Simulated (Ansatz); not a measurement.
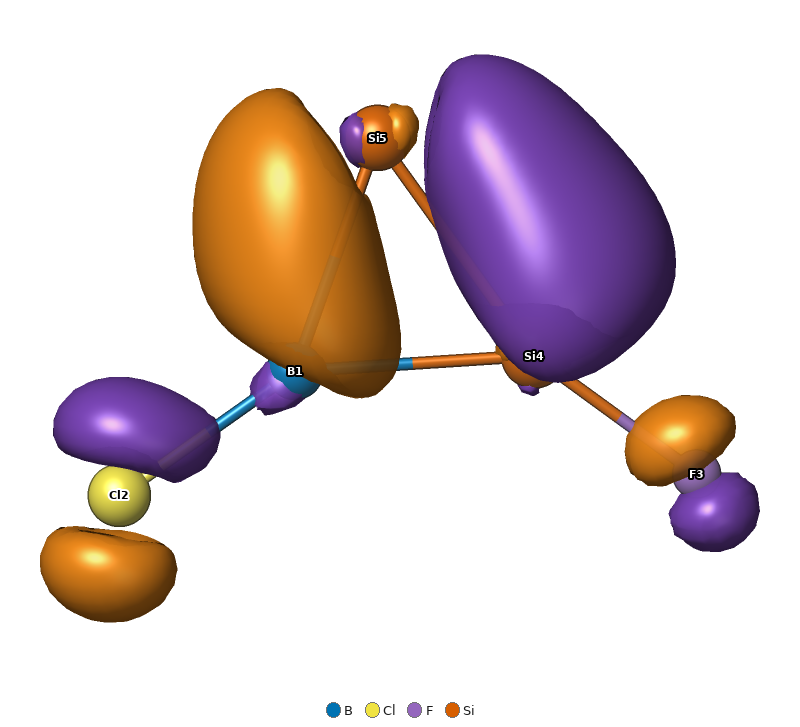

*BClFSi2 (doublet). The HOMO−1 (β) at ±0.15 Å⁻³ᐟ² (orange and purple are the two phases), seen across its widest extent.*

Geometry: BLYP-D3(BJ)/def2-SVP.

Computed with isolated molecule in a Gaussian basis; Kohn-Sham density functional theory, functional PBE0 (Ansatz).

Input file:

```
crystal:
  periodic: [false, false, false]
  atoms:
    - {symbol: B, position_ang: [0.860052, 1.396077, 0.165019]}
    - {symbol: Cl, position_ang: [1.645996, 2.581383, 1.173944]}
    - {symbol: F, position_ang: [-0.782005, -1.432913, 1.000393]}
    - {symbol: Si, position_ang: [-0.148609, -0.265041, 0.037855]}
    - {symbol: Si, position_ang: [0.418543, 0.889517, -1.732075]}
basis:
  gaussian:
    orbitals: def2-TZVPD
output: {forces: true, orbitals: {seedname: orbitals}}
hamiltonian:
  xc: pbe0
magnetization:
  spin_polarized: true
  initial_magnetization: 1
```

Run with:

```sh
ansatz run input.yaml --threads 1 --pin off --max-ram 2610MiB --events-out events.jsonl --progress --plain --runs-dir runs
```

### Where does this orbital lie, and at what energy?

By Hirshfeld shares it lies mainly on Si5 (about 35 %), Si4 (about 35 %), B1 (about 15 %) and Cl2 (about 10 %); it is symmetric in the molecular plane (an in-plane orbital: σ, lone-pair or in-plane π type). Its energy is −8.14 eV.
